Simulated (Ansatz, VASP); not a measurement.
# Cross-check of ZnO (zincite) between VASP and Ansatz, part 2 of 3

One calculation is typed for both programs; each brings its own data sets. How far apart do they land?  Valence electrons are named where the data sets of a main pair hold unlike numbers.

VASP 6.6.1 and Ansatz 0.2.0.

So far. Step 2 (VASP: band structure, LDA): The PAW data sets were made with PBE, though LDA sets exist; pressures can shift by 1 GPa and more with it. At this level the cell is under a tension of 6.0 GPa, so at these settings it is away from equilibrium.

**4. Comparison**

Known differences besides the potentials themselves: the two LDA forms differ slightly; the cutoff is 420 eV in Ansatz and 520 eV in VASP; Ansatz makes its cores anew for this functional, VASP keeps those of its PBE data sets; VASP's log shows a relativistic correction to its local exchange, Ansatz's none. Total energies have different zeros and are not compared.

The two programs side by side:

```
                                        quantity  Ansatz   VASP  difference
                                  pressure (GPa)   -7.10  -5.97       -1.13
pressure without Ansatz's Pulay correction (GPa)   -7.99  -5.97       -2.02
                   gap over the path points (eV)   0.731  0.730      +0.001
```

Forces (eV/Å; atoms numbered as in POSCAR):

```
atom        Ansatz x, y, z          VASP x, y, z
 Zn1  0.000, 0.000, -0.051  0.000, 0.000, -0.056
 Zn2  0.000, 0.000, -0.051  0.000, 0.000, -0.056
  O3   0.000, 0.000, 0.051   0.000, 0.000, 0.056
  O4   0.000, 0.000, 0.051   0.000, 0.000, 0.056
```

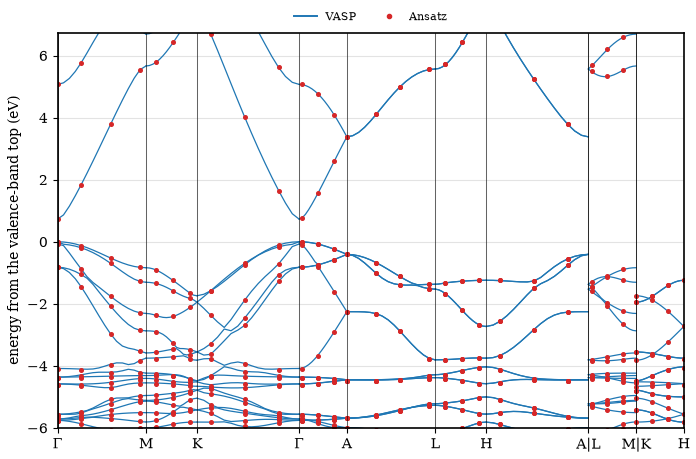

Bands from VASP (lines) and levels from Ansatz (dots). Dots without a line are higher empty bands that the VASP plot leaves out.

Levels at points of the path, from each program's valence-band top (eV; 4 filled, then empty):

```
k (reciprocal lattice)                                  Ansatz                                    VASP
     0.000 0.000 0.000    -0.82 -0.07 0.00 0.00 0.73 5.08 8.12    -0.82 -0.07 0.00 0.00 0.73 5.07 8.11
     0.133 0.000 0.000  -1.05 -0.88 -0.20 -0.12 1.84 5.77 8.11  -1.06 -0.88 -0.19 -0.12 1.84 5.77 8.10
     0.300 0.000 0.000  -2.08 -1.75 -0.69 -0.52 3.79 7.25 7.92  -2.08 -1.76 -0.69 -0.53 3.79 7.25 7.90
     0.467 0.000 0.000  -2.85 -2.28 -1.28 -0.82 5.55 6.82 7.48  -2.85 -2.29 -1.28 -0.83 5.55 6.80 7.46
     0.467 0.067 0.000  -2.90 -2.37 -1.34 -0.91 5.79 6.84 7.48  -2.90 -2.38 -1.35 -0.91 5.79 6.82 7.46
     0.411 0.178 0.000  -3.28 -2.40 -1.58 -1.25 6.42 7.37 7.51  -3.28 -2.41 -1.58 -1.25 6.42 7.35 7.49
     0.356 0.289 0.000  -3.49 -2.11 -1.83 -1.66 7.25 7.53 7.70  -3.48 -2.11 -1.83 -1.66 7.25 7.50 7.70
     0.289 0.289 0.000  -3.30 -2.36 -1.58 -1.58 6.70 7.52 8.09  -3.29 -2.37 -1.58 -1.58 6.70 7.50 8.09
     0.178 0.178 0.000  -2.46 -1.88 -0.74 -0.70 4.02 7.39 8.22  -2.46 -1.88 -0.74 -0.70 4.02 7.39 8.21
     0.067 0.067 0.000  -1.06 -0.71 -0.16 -0.10 1.65 5.62 8.11  -1.06 -0.71 -0.16 -0.10 1.65 5.61 8.10
```

The forces differ by 2.8 meV/Å r.m.s., which is 8.5 % of the r.m.s. force of 0.032 eV/Å (both taken over all components). Among the levels compared at these points, filled levels agree within 17 meV and empty ones within 29 meV. Ansatz's pressure holds a Pulay correction of 0.89 GPa; VASP's holds none.

**5. Further runs**

Further runs change the set-up of one program: Ansatz's method, potentials or start, or VASP's data sets, cutoff or form of LDA. The table gives Ansatz less VASP for each quantity, since a change that brings one quantity closer may part another.

```
                                        run  r.m.s. force difference (meV/Å)  pressure (GPa)  gap over the path points (eV)  pressure without Ansatz's Pulay correction (GPa)
                                   as above                              2.8            -1.1                         0.0013                                              -2.0
                       cores kept as stored                              2.6           -0.99                        -0.0097                                              -1.8
    Ansatz's larger PAW set (cutoff 900 eV)                              2.5            -1.1                          0.013                                              -1.2
norm-conserving potentials (cutoff 1143 eV)                              2.6            -1.5                          0.059
```

**6. VASP: band structure, PBE**

Levels along a path test the potential and the projectors away from the mesh points.

Input file INCAR:

```
SYSTEM = ZnO
PREC = Accurate
ENCUT = 520
EDIFF = 1E-06
NELM = 100
ISMEAR = 0
SIGMA = 0.02
LREAL = .FALSE.
ALGO = Normal
GGA = PE
NBANDS = 32
LORBIT = 11
LWAVE = .FALSE.
LCHARG = .FALSE.
KPAR = 8
```

Input file POSCAR:

```
ZnO
1.0
    3.2493080000      0.0000000000      0.0000000000
   -1.6246540000      2.8139832727      0.0000000000
    0.0000000000      0.0000000000      5.2057090000
Zn O
2 2
Direct
    0.3333333333      0.6666666667      0.5000000000
    0.6666666667      0.3333333333      0.0000000000
    0.6666666667      0.3333333333      0.3790100000
    0.3333333333      0.6666666667      0.8790100000
```

Input file KPOINTS:

```
Automatic mesh
0
Gamma
5 5 3
0 0 0
```

Input file KPOINTS_OPT:

```
Line mode
16
Line-mode
Reciprocal
  0.00000000   0.00000000   0.00000000 GAMMA
  0.50000000   0.00000000   0.00000000 M

  0.50000000   0.00000000   0.00000000 M
  0.33333333   0.33333333   0.00000000 K

  0.33333333   0.33333333   0.00000000 K
  0.00000000   0.00000000   0.00000000 GAMMA

  0.00000000   0.00000000   0.00000000 GAMMA
  0.00000000   0.00000000   0.50000000 A

  0.00000000   0.00000000   0.50000000 A
  0.50000000   0.00000000   0.50000000 L

  0.50000000   0.00000000   0.50000000 L
  0.33333333   0.33333333   0.50000000 H

  0.33333333   0.33333333   0.50000000 H
  0.00000000   0.00000000   0.50000000 A

  0.50000000   0.00000000   0.50000000 L
  0.50000000   0.00000000   0.00000000 M

  0.33333333   0.33333333   0.00000000 K
  0.33333333   0.33333333   0.50000000 H
```

Potentials, in the order of the species: Zn and O (PBE family, release 64).

On the command line:

```sh
$ mpirun -np 8 vasp_std
```

Numbers of over 12 decimals in the logs are rounded to 6 here.

Log:

```text
[banner, memory and clock lines left out]
running    8 mpi-ranks, on    1 nodes
[...]
[... a notice as in an earlier step ...]

 LDA part: xc-table for (Slater+PW92), standard interpolation
 POSCAR, INCAR and KPOINTS ok, starting setup
[...]
entering main loop
       N       E                     dE             d eps       ncg     rms          rms(c)
DAV:   1     0.312623093938E+03    0.31262E+03   -0.17401E+04   664   0.165E+03
DAV:   2     0.137797299085E+02   -0.29884E+03   -0.27191E+03   640   0.385E+02
DAV:   3    -0.204070699883E+02   -0.34187E+02   -0.33640E+02   776   0.121E+02
DAV:   4    -0.210605680711E+02   -0.65350E+00   -0.65292E+00   696   0.177E+01
[...]
DAV:  13    -0.178102065139E+02   -0.41017E-05   -0.28278E-05   752   0.948E-02    0.127E-02
DAV:  14    -0.178102050430E+02    0.14709E-05   -0.10158E-05   752   0.239E-02    0.141E-03
DAV:  15    -0.178102048851E+02    0.15795E-06   -0.44731E-07   432   0.467E-03
   1 F= -.17810205E+02 E0= -.17810205E+02  d E =-.298425E-23
 Start KPOINTS_OPT (optional k-point list driver)
k-point batch [1-10\144]
       N       E                     dE             ncg
DAV:   1     0.175456106867E+04   -0.17366E+04      664
DAV:   2    -0.111370561661E+04   -0.28683E+04      640
DAV:   3    -0.144701371503E+04   -0.33331E+03      752
DAV:   4    -0.145362949343E+04   -0.66158E+01      728
DAV:   5    -0.145365205636E+04   -0.22563E-01      752
DAV:   6    -0.145365217484E+04   -0.11848E-03      720
DAV:   7    -0.145365217575E+04   -0.91196E-06      696
[...]
k-point batch [141-144\144]
       N       E                     dE             ncg
DAV:   1     0.971511030812E+04   -0.54587E+04      264
DAV:   2     0.857458682066E+04   -0.11405E+04      264
DAV:   3     0.844586379755E+04   -0.12872E+03      296
DAV:   4     0.844355104516E+04   -0.23128E+01      272
DAV:   5     0.844354345477E+04   -0.75904E-02      320
DAV:   6     0.844354341200E+04   -0.42776E-04      256
DAV:   7     0.844354341166E+04   -0.34184E-06      288
```

From OUTCAR (step 6):

```text
  Total        1.6185405      1.6185405      2.1247810      0.0000000      0.0000000      0.0000000
  in kB       54.4805979     54.4805978     71.5208192      0.0000000      0.0000000      0.0000000
  external PRESSURE =      60.1606716 kB  Pullay stress =       0.0000000 kB

 POSITION                                       TOTAL-FORCE (eV/Angst)
 -----------------------------------------------------------------------------------
     -0.00000      1.87599      2.60285        -0.000000      0.000000     -0.074915
      1.62465      0.93799      0.00000         0.000000     -0.000000     -0.074915
      1.62465      0.93799      1.97302         0.000000      0.000000      0.074915
     -0.00000      1.87599      4.57587         0.000000      0.000000      0.074915
 -----------------------------------------------------------------------------------
    total drift:                               -0.000000     -0.000000     -0.000192

  FREE ENERGIE OF THE ION-ELECTRON SYSTEM (eV)
  ---------------------------------------------------
  free  energy   TOTEN  =       -17.8102048851 eV

  energy  without entropy=      -17.8102048851  energy(sigma->0) =      -17.81020489

[... 2 parts as in an earlier step ...]

[... 1 further part left out ...]
[key lines of the parts left out:]
E-fermi :   1.3439
```

At this level the cell is under a pressure of 6.0 GPa, so at these settings it is away from equilibrium.

**7. Ansatz: band structure, PBE**

The same cell, functional, mesh and smearing now go to Ansatz, which takes its cutoff from its data sets.

Input file input.yaml:

```yaml
crystal:
  lattice:
    - [3.249308, 0.0, 0.0]
    - [-1.624654, 2.8139832727, 0.0]
    - [0.0, 0.0, 5.205709]
  atoms:
    - { symbol: Zn, position: [0.3333333333, 0.6666666667, 0.5] }
    - { symbol: Zn, position: [0.6666666667, 0.3333333333, 0.0] }
    - { symbol: O, position: [0.6666666667, 0.3333333333, 0.37901] }
    - { symbol: O, position: [0.3333333333, 0.6666666667, 0.87901] }
hamiltonian:
  xc: pbe
  pseudopotentials: { kind: paw }
kpoints:
  mp_grid: { grid: [5, 5, 3] }
  band_path:
    path:
      - [0.0, 0.0, 0.0]
      - [0.13333, 0.0, 0.0]
      - [0.3, 0.0, 0.0]
      - [0.46667, 0.0, 0.0]
      - [0.46667, 0.06667, 0.0]
      - [0.41111, 0.17778, 0.0]
      - [0.35556, 0.28889, 0.0]
      - [0.28889, 0.28889, 0.0]
      - [0.17778, 0.17778, 0.0]
      - [0.06667, 0.06667, 0.0]
      - [0.0, 0.0, 0.03333]
      - [0.0, 0.0, 0.2]
      - [0.0, 0.0, 0.36667]
      - [0.0, 0.0, 0.5]
      - [0.16667, 0.0, 0.5]
      - [0.3, 0.0, 0.5]
      - [0.46667, 0.0, 0.5]
      - [0.46667, 0.06667, 0.5]
      - [0.41111, 0.17778, 0.5]
      - [0.35556, 0.28889, 0.5]
      - [0.28889, 0.28889, 0.5]
      - [0.17778, 0.17778, 0.5]
      - [0.06667, 0.06667, 0.5]
      - [0.5, 0.0, 0.46667]
      - [0.5, 0.0, 0.3]
      - [0.5, 0.0, 0.13333]
      - [0.33333, 0.33333, 0.0]
      - [0.33333, 0.33333, 0.16667]
      - [0.33333, 0.33333, 0.33333]
      - [0.33333, 0.33333, 0.5]
    npoints: 1
scf:
  occupations: { method: gaussian, width: 0.02 }
  n_extra_bands: 8
output:
  forces: true
  stress: true
  eigenvalues: true
```

On the command line:

```sh
$ ansatz run input.yaml --threads 2 --pin off --max-ram 4608MiB --backend cpu --events-out ev --progress --plain --runs-dir out
```

Log:

```text
[...]
Crystal: 4 atoms, lattice volume = 47.598 Å³
Basis set: ecut = 420 eV, 941 PW (Γ), exchange–correlation on 48×48×72 points (8 copies of the dense FFT grid, shifted against one another)
Bands: 26, of which v1, the nominal top of the filled ones, is band 18 counted from 1 (17 counted from 0)
Symmetry: 12 space group operations
[...]
k-points: 10 of 75 (time reversal used)
[...]
k-point 0: bands = [... 14 lower, 6.4168, 7.1545, 7.2273, 7.2273, 8.0290, 12.4547, 15.4920, 20.1005, ... 4 higher]
  k-point 1: bands = [... 14 lower, 6.6230, 6.6230, 7.0285, 7.0285, 9.6797, 11.5897, 16.3207, 18.7870, ... 4 higher]
  k-point 2: bands = [... 14 lower, 5.8759, 5.9351, 6.8820, 6.9636, 9.8946, 13.7961, 15.4571, 17.5374, ... 4 higher]
  k-point 9: bands = [... 14 lower, 4.4821, 5.3597, 5.5926, 6.0548, 13.7792, 14.4348, 15.3886, 15.9149, ... 4 higher]
[key lines of the parts left out:]
SCF converged after 6 iterations
Free energy (F): -7773.659009 eV
Fermi energy:    7.628314 eV
P = ⅓ Tr σ = 4.8938 GPa (48.938 kbar)
```

Wall time 1.5 s (2 threads of Arm Neoverse V2, shared host); peak memory 0.29 GiB; 2.8 s of CPU time.

**8. Side by side**

What differs besides the data sets and the points named for the pairs above, as far as they apply: VASP leaves aspherical gradient terms in its spheres out (LASPH is not set), Ansatz keeps them. Total energies have different zeros and are not compared.

The two programs side by side:

```
                                        quantity  Ansatz   VASP  difference
                                  pressure (GPa)    4.89   6.02       -1.12
pressure without Ansatz's Pulay correction (GPa)    4.17   6.02       -1.85
                   gap over the path points (eV)   0.802  0.785      +0.016
```

Forces (eV/Å; atoms numbered as in POSCAR):

```
atom        Ansatz x, y, z          VASP x, y, z
 Zn1  0.000, 0.000, -0.070  0.000, 0.000, -0.075
 Zn2  0.000, 0.000, -0.070  0.000, 0.000, -0.075
  O3   0.000, 0.000, 0.070   0.000, 0.000, 0.075
  O4   0.000, 0.000, 0.070   0.000, 0.000, 0.075
```

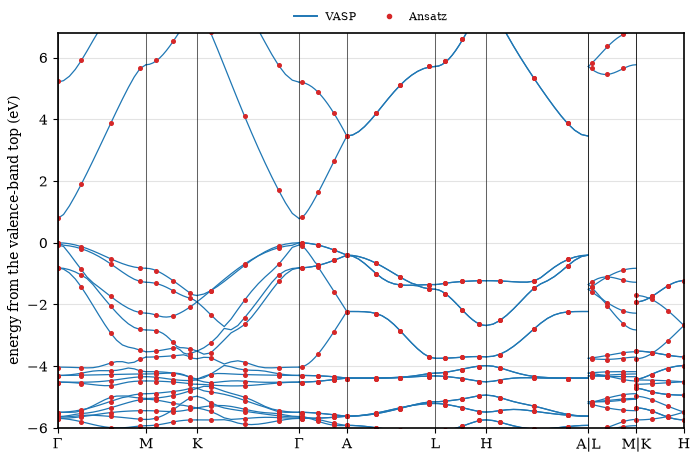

Bands from VASP (lines) and levels from Ansatz (dots). Dots without a line are higher empty bands that the VASP plot leaves out.

Levels at points of the path, from each program's valence-band top (eV; 4 filled, then empty):

```
k (reciprocal lattice)                                  Ansatz                                    VASP
     0.000 0.000 0.000    -0.81 -0.07 0.00 0.00 0.80 5.23 8.27    -0.81 -0.07 0.00 0.00 0.79 5.20 8.26
     0.133 0.000 0.000  -1.04 -0.86 -0.19 -0.12 1.90 5.92 8.25  -1.04 -0.86 -0.19 -0.12 1.89 5.90 8.25
     0.300 0.000 0.000  -2.05 -1.73 -0.68 -0.52 3.87 7.40 8.09  -2.05 -1.74 -0.68 -0.52 3.86 7.38 8.07
     0.467 0.000 0.000  -2.81 -2.26 -1.25 -0.81 5.67 6.98 7.64  -2.81 -2.26 -1.25 -0.82 5.65 6.96 7.62
     0.467 0.067 0.000  -2.85 -2.34 -1.32 -0.90 5.91 7.00 7.64  -2.85 -2.35 -1.32 -0.90 5.89 6.98 7.62
     0.411 0.178 0.000  -3.23 -2.37 -1.55 -1.23 6.54 7.51 7.68  -3.23 -2.37 -1.56 -1.23 6.53 7.50 7.66
     0.356 0.289 0.000  -3.44 -2.07 -1.80 -1.63 7.38 7.71 7.84  -3.44 -2.08 -1.80 -1.63 7.36 7.68 7.83
     0.289 0.289 0.000  -3.25 -2.33 -1.55 -1.55 6.82 7.70 8.24  -3.25 -2.33 -1.55 -1.55 6.81 7.68 8.22
     0.178 0.178 0.000  -2.43 -1.85 -0.73 -0.69 4.10 7.54 8.39  -2.43 -1.86 -0.73 -0.69 4.09 7.53 8.37
     0.067 0.067 0.000  -1.04 -0.69 -0.16 -0.10 1.71 5.76 8.26  -1.05 -0.70 -0.16 -0.10 1.70 5.74 8.25
```

The forces differ by 3.1 meV/Å r.m.s., which is 7.1 % of the r.m.s. force of 0.043 eV/Å (both taken over all components). Among the levels compared at these points, filled levels agree within 8 meV and empty ones within 26 meV. Ansatz's pressure holds a Pulay correction of 0.73 GPa; VASP's holds none.

**9. Further runs**

Further runs change the set-up of one program: Ansatz's method, potentials or start, or VASP's data sets, cutoff or form of LDA. The table gives Ansatz less VASP for each quantity, since a change that brings one quantity closer may part another.

```
                                        run  r.m.s. force difference (meV/Å)  pressure (GPa)  gap over the path points (eV)
                                   as above                              3.1            -1.1                          0.016
    Ansatz's larger PAW set (cutoff 900 eV)                              3.1            -1.2                          0.032
norm-conserving potentials (cutoff 1240 eV)                              2.5            -1.3                          0.067
```

**10. VASP: band structure, BLYP**

Levels along a path test the potential and the projectors away from the mesh points.

INCAR: that of step 6 with these lines changed.

```diff
@@ -9,3 +9,7 @@
 ALGO = Normal
-GGA = PE
+GGA = B5
+ALDAX = 1
+AGGAX = 1
+AGGAC = 1
+ALDAC = 0
 NBANDS = 32
```

POSCAR is that of step 6.

KPOINTS is that of step 6.

KPOINTS_OPT is that of step 6.

On the command line:

```sh
$ mpirun -np 8 vasp_std
```

Log:

```text
[banner, memory and clock lines left out]
running    8 mpi-ranks, on    1 nodes
[...]
[... a notice as in an earlier step ...]

 [... a notice as in an earlier step ...]

 LDA part: xc-table for (Slater(with rela. corr.)+VWN5), standard interpolation
 POSCAR, INCAR and KPOINTS ok, starting setup
[...]
entering main loop
       N       E                     dE             d eps       ncg     rms          rms(c)
DAV:   1     0.316250770981E+03    0.31625E+03   -0.17456E+04   672   0.165E+03
DAV:   2     0.153260779931E+02   -0.30092E+03   -0.27388E+03   640   0.386E+02
DAV:   3    -0.195815800305E+02   -0.34908E+02   -0.34378E+02   768   0.123E+02
DAV:   4    -0.202619867955E+02   -0.68041E+00   -0.67980E+00   696   0.183E+01
[...]
DAV:  12    -0.163663013192E+02   -0.21370E-05   -0.12837E-04   736   0.337E-01    0.109E-02
DAV:  13    -0.163663038383E+02   -0.25191E-05   -0.22321E-05   728   0.889E-02    0.920E-03
DAV:  14    -0.163663031157E+02    0.72255E-06   -0.70223E-06   752   0.197E-02
   1 F= -.16366303E+02 E0= -.16366303E+02  d E =-.880957E-18
 Start KPOINTS_OPT (optional k-point list driver)
k-point batch [1-10\144]
       N       E                     dE             ncg
DAV:   1     0.187610131497E+04   -0.16150E+04      672
DAV:   2    -0.100307468541E+04   -0.28792E+04      640
DAV:   3    -0.134193929867E+04   -0.33886E+03      752
DAV:   4    -0.134873732139E+04   -0.67980E+01      720
DAV:   5    -0.134876056673E+04   -0.23245E-01      776
DAV:   6    -0.134876068704E+04   -0.12031E-03      688
DAV:   7    -0.134876068795E+04   -0.91683E-06      712
[...]
k-point batch [141-144\144]
       N       E                     dE             ncg
DAV:   1     0.976791976302E+04   -0.54059E+04      264
DAV:   2     0.861965124533E+04   -0.11483E+04      264
DAV:   3     0.848827837299E+04   -0.13137E+03      296
DAV:   4     0.848586568818E+04   -0.24127E+01      272
DAV:   5     0.848585778436E+04   -0.79038E-02      312
DAV:   6     0.848585774083E+04   -0.43530E-04      264
DAV:   7     0.848585774049E+04   -0.34253E-06      280
```

OUTCAR, selected parts (step 10):

```text
  Total        2.9072318      2.9072318      3.4982350      0.0000000      0.0000000      0.0000000
  in kB       97.8583668     97.8583668    117.7517261      0.0000000      0.0000000      0.0000000
  external PRESSURE =     104.4894866 kB  Pullay stress =       0.0000000 kB

 POSITION                                       TOTAL-FORCE (eV/Angst)
 -----------------------------------------------------------------------------------
     -0.00000      1.87599      2.60285        -0.000000      0.000000     -0.073422
      1.62465      0.93799      0.00000         0.000000     -0.000000     -0.073422
      1.62465      0.93799      1.97302        -0.000000     -0.000000      0.073422
     -0.00000      1.87599      4.57587         0.000000      0.000000      0.073422
 -----------------------------------------------------------------------------------
    total drift:                               -0.000000     -0.000000      0.000151

  FREE ENERGIE OF THE ION-ELECTRON SYSTEM (eV)
  ---------------------------------------------------
  free  energy   TOTEN  =       -16.3663031157 eV

  energy  without entropy=      -16.3663031157  energy(sigma->0) =      -16.36630312

[... 2 parts as in an earlier step ...]

[... 1 further part left out ...]
[key lines of the parts left out:]
E-fermi :   1.6209
```

The PAW data sets were made with PBE, which is usual practice but a small mismatch for other functionals. At this level the cell is under a pressure of 10.4 GPa, so at these settings it is away from equilibrium.

[end of part 2 of 3]

[Lines on the potential files, build, host, timing and source positions are cut from VASP's logs without a mark.]

[Logs are printed without paths, hosts, clocks, repeated set-up lines and the standing remarks that a program may print on its own settings, such as how far it seeks lower states.]

[Hosts, paths, dates, database ids (printed as entryN), source tags and the programs' standing remarks are cut or masked in the printed files.]
